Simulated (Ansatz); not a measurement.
# One shape, several levels: BH3 (SMILES B)

Wanted: a comparison of 6 runs (UPBE0/3-21G, revPBE/3-21G, UB3LYP/6-31G*, r2SCAN/6-31G*, BCCD(T)/3-21G, UCCSD(T)/6-31G*) of BH3. 

Program for the calculation: Ansatz 0.2.0.

54 further runs of the same task are left out: 54 set aside as unsound or not needed.

### 1 The molecule

The species is BH3 (4 atoms), meant as a singlet with charge 0. SMILES: `B`. The H2–B1 distance was set to 1.790 Å, away from the relaxed value. At this shape a bond of the SMILES string is far longer than usual.

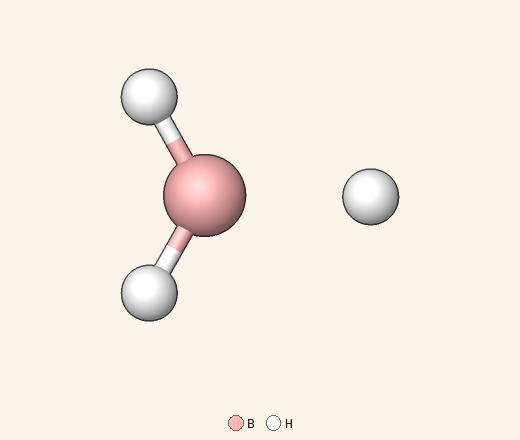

The structure, seen from a chosen angle (boron pink, hydrogen white).

### 2 The energy at UPBE0/3-21G (run 1)

Input file molecule.yaml:

```yaml
crystal:
  periodic: [false, false, false]
  atoms:
    - {symbol: B, position_ang: [-0.470223, -0.213489, -0.292034]}
    - {symbol: H, position_ang: [0.982200, 0.381700, 0.568800]}
    - {symbol: H, position_ang: [-0.760323, -1.370189, -0.243934]}
    - {symbol: H, position_ang: [-1.148523, 0.546511, -0.913834]}
basis:
  gaussian:
    orbitals: 3-21G.json
accuracy: high
magnetization:
  spin_polarized: true
  initial_magnetization: 0
hamiltonian:
  xc: pbe0
```

The basis set 3-21G is read from a file made from the Basis Set Exchange's data (not shown).

The run is started by

```sh
$ ansatz run molecule.yaml --threads 1 --pin off --max-ram 2610MiB --events-out events.jsonl --progress --plain --runs-dir runs
```

The log of the run:

```text
Warning: RAYON_NUM_THREADS=1 ignored (pool sized by the plan → 1); use --threads N
Functional definition: PBE0
  name "PBE0"
  parameter a = 0.25
  parameter kappa = 0.804
  parameter beta = 0.06672455060314922
  exchange = (1 - a)*pbe_x(kappa = kappa, mu = beta*pi^2/3) + a*exact_x
  correlation = pbe_c(beta = beta)
291 factors; integrals over basis functions are off by at most 3.1e-9 eV
mean field evaluation 1: about -716.6438 eV, gradient 3.6e0 eV
mean field evaluation 2: about -716.7114 eV, gradient 1.9e0 eV
mean field evaluation 4: about -716.7426 eV, gradient 1.9e-2 eV
mean field evaluation 8: about -716.7199 eV, gradient 5.2e-4 eV
mean field -716.71994755 eV, -26.3389722621 hartree, gradient 1.6e-8 eV, S^2 0.000000; 0 other end points of the search recorded, 0 dependent functions left out
reference -716.71994888 eV, -26.3389723112 hartree; 4, 4 occupied and 11, 11 virtual orbitals, 291 factors
Total energy: -716.71994888 eV, -26.3389723112 hartree
```

Run time: 0.73 s. Hardware: 1 thread of Arm Neoverse V1, shared host; peak memory 0.094 GiB.

### 3 The energy at revPBE/3-21G (run 2)

Input file input.yaml:

```yaml
crystal:
  periodic: [false, false, false]
  atoms:
    - {symbol: B, position_ang: [-0.470223, -0.213489, -0.292034]}
    - {symbol: H, position_ang: [0.982200, 0.381700, 0.568800]}
    - {symbol: H, position_ang: [-0.760323, -1.370189, -0.243934]}
    - {symbol: H, position_ang: [-1.148523, 0.546511, -0.913834]}
basis:
  gaussian:
    orbitals: 3-21G.json
hamiltonian:
  xc: {name: revPBE}
accuracy: high
```

The basis set 3-21G is read from a file made from the Basis Set Exchange's data (not shown).

The run is started by

```sh
$ ansatz run input.yaml --threads 1 --pin off --max-ram 2610MiB --events-out events.jsonl --progress --plain --runs-dir runs
```

The log of the run:

```text
Warning: RAYON_NUM_THREADS=1 ignored (pool sized by the plan → 1); use --threads N
Functional definition: revPBE
  name "revPBE"
  parameter kappa = 1.245
[... 1 set-up line as earlier in the session ...]
  exchange = pbe_x(kappa = kappa, mu = beta*pi^2/3)
[... 1 set-up line as earlier in the session ...]
291 factors; integrals over basis functions are off by at most 3.1e-9 eV
mean field evaluation 1: about -717.5691 eV, gradient 8.6e0 eV
mean field evaluation 2: about -717.5940 eV, gradient 7.5e0 eV
mean field evaluation 4: about -717.8547 eV, gradient 8.3e-2 eV
mean field evaluation 8: about -717.8282 eV, gradient 5.1e-3 eV
mean field evaluation 16: about -717.8282 eV, gradient 2.2e-8 eV
mean field -717.82823949 eV, -26.3797012397 hartree, gradient 2.2e-8 eV, S^2 0.000000; 0 other end points of the search recorded, 0 dependent functions left out
reference -717.82824170 eV, -26.3797013212 hartree; 4, 4 occupied and 11, 11 virtual orbitals, 291 factors
Total energy: -717.82824170 eV, -26.3797013212 hartree
```

Run time: 0.45 s. Hardware: 1 thread of Arm Neoverse V1, shared host.

Run 3 isn't shown in full; the table further down has it.

### 4 The energy at r2SCAN/6-31G(d) (spherical functions) (run 4)

Input file job.yaml:

```yaml
crystal:
  periodic: [false, false, false]
  atoms:
    - {symbol: B, position_ang: [-0.470223, -0.213489, -0.292034]}
    - {symbol: H, position_ang: [0.982200, 0.381700, 0.568800]}
    - {symbol: H, position_ang: [-0.760323, -1.370189, -0.243934]}
    - {symbol: H, position_ang: [-1.148523, 0.546511, -0.913834]}
basis:
  gaussian: {orbitals: 6-31G_st_-spherical.json}
accuracy: high
hamiltonian: {xc: {name: r2SCAN}}
```

The basis set 6-31G* is read from a file made from the Basis Set Exchange's data (not shown).

The run is started by

```sh
$ ansatz run job.yaml --threads 1 --pin off --max-ram 2610MiB --events-out events.jsonl --progress --plain --runs-dir runs
```

The log of the run:

```text
Warning: RAYON_NUM_THREADS=1 ignored (pool sized by the plan → 1); use --threads N
Functional definition: r2SCAN
  name "r2SCAN"
  parameter k0 = 0.174
  parameter k1 = 0.065
  parameter a1 = 4.9479
  exchange = r2scan_x(k0 = k0, k1 = k1, a1 = a1)
  correlation = r2scan_c
414 factors; integrals over basis functions are off by at most 3.3e-9 eV
mean field evaluation 1: about -721.0810 eV, gradient 7.2e0 eV
mean field evaluation 2: about -721.1697 eV, gradient 5.1e0 eV
mean field evaluation 4: about -721.2903 eV, gradient 9.3e-2 eV
mean field evaluation 8: about -721.2842 eV, gradient 2.3e-3 eV
mean field evaluation 16: about -721.2842 eV, gradient 2.6e-8 eV
mean field -721.28422196 eV, -26.5067062528 hartree, gradient 2.6e-8 eV, S^2 0.000000; 0 other end points of the search recorded, 0 dependent functions left out
reference -721.28422236 eV, -26.5067062678 hartree; 4, 4 occupied and 16, 16 virtual orbitals, 414 factors
Total energy: -721.28422236 eV, -26.5067062678 hartree
```

It took 1.3 s on 1 thread of Arm Neoverse V1, shared host; peak memory 0.097 GiB.

Run 5 isn't shown in full; the table further down has it.

### 5 A single-point energy at UCCSD(T)/6-31G(d) (spherical functions) (run 6)

Input file in.yaml:

```yaml
crystal:
  periodic: [false, false, false]
  atoms:
    - {symbol: B, position_ang: [-0.470223, -0.213489, -0.292034]}
    - {symbol: H, position_ang: [0.982200, 0.381700, 0.568800]}
    - {symbol: H, position_ang: [-0.760323, -1.370189, -0.243934]}
    - {symbol: H, position_ang: [-1.148523, 0.546511, -0.913834]}
basis:
  gaussian: {orbitals: 6-31G_st_-spherical.json}
correlation: {method: ccsd_t, frozen_orbitals: {B: 1, H: 0}}
magnetization: {spin_polarized: true}
scf: {omitted_lower_state_checks: [cluster_reference, increment]}
accuracy: high
```

The basis set 6-31G* is read from a file made from the Basis Set Exchange's data (not shown).

The run is started by

```sh
$ ansatz run in.yaml --threads 1 --pin off --max-ram 2610MiB --events-out events.jsonl --progress --plain --runs-dir runs
```

The log of the run, shortened:

```text
Warning: RAYON_NUM_THREADS=1 ignored (pool sized by the plan → 1); use --threads N
Functional definition: HF
  name "HF"
[...]
414 factors; integrals over basis functions are off by at most 3.3e-9 eV
[...]
mean field -716.02738373 eV, -26.3135210113 hartree, gradient 2.4e-8 eV, S^2 0.000000; 2 other end points of the search recorded, 0 dependent functions left out
1 core orbitals not correlated: weight in the atoms' cores, before any rotation towards them, 1.000 or more for the frozen orbitals, at most 0.000 for the correlated occupied ones
reference -716.02738373 eV, -26.3135210113 hartree; 3, 3 occupied and 16, 16 virtual orbitals, 414 factors
second order -2.10120144 eV of doubles, -0.00000000 eV of singles
cycle   1  -2.53726891 eV  change   -4.4e-1 eV  update   6.1e-2
[...]
cycle  21  -2.78088015 eV  change   2.6e-10 eV  update  2.7e-10
perturbative correction -0.05817488 eV, -0.0021378873 hartree
Total energy: -718.86643875 eV, -26.4178543590 hartree
Checks for a lower state left out: cluster_reference, increment
```

Run time: 0.28 s. Hardware: 1 thread of Arm Neoverse V1, shared host.

### 6 The series

```csv
run,level,frozen core orbitals,energy (Eh),wall time
1,UPBE0/3-21G,–,-26.338972,0.73 s
2,revPBE/3-21G,–,-26.379701,0.45 s
3,UB3LYP/6-31G* (spherical functions),–,-26.543975,0.93 s
4,r2SCAN/6-31G* (spherical functions),–,-26.506706,1.3 s
5,BCCD(T)/3-21G,1,-26.248975,0.14 s
6,UCCSD(T)/6-31G* (spherical functions),1,-26.417854,0.28 s
```

### 7 Results

| quantity | value |
| --- | --- |
| run 6: total energy | -26.41785 Eh |
| run 6: correlation energy (1 core orbital frozen) | -104.3 mEh |
| run 6: (T) correction | -2.14 mEh |
| run 6: T1 diagnostic | 0.016 |

Totals of different functionals can't be ranked against each other. All runs together took 3.9 s, the longest 1.3 s.
